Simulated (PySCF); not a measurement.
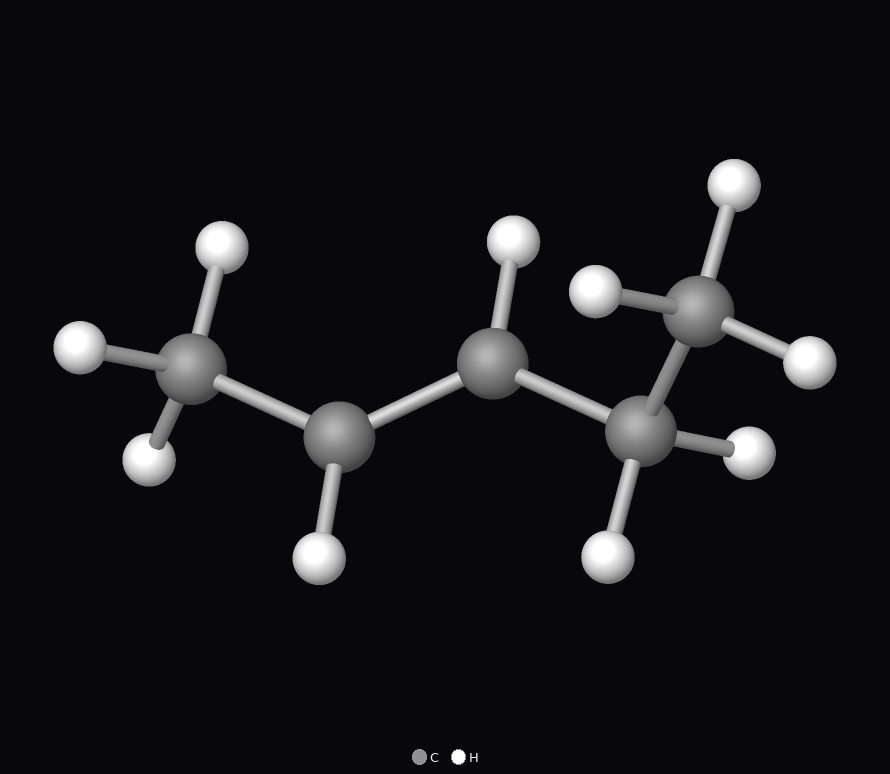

Figure made from data computed with PySCF.

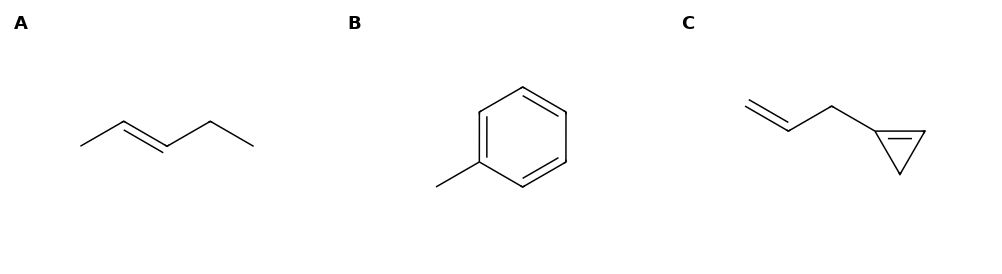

Which structural formula matches the 3D model?

Answer. A, `C/C=C/CC`.
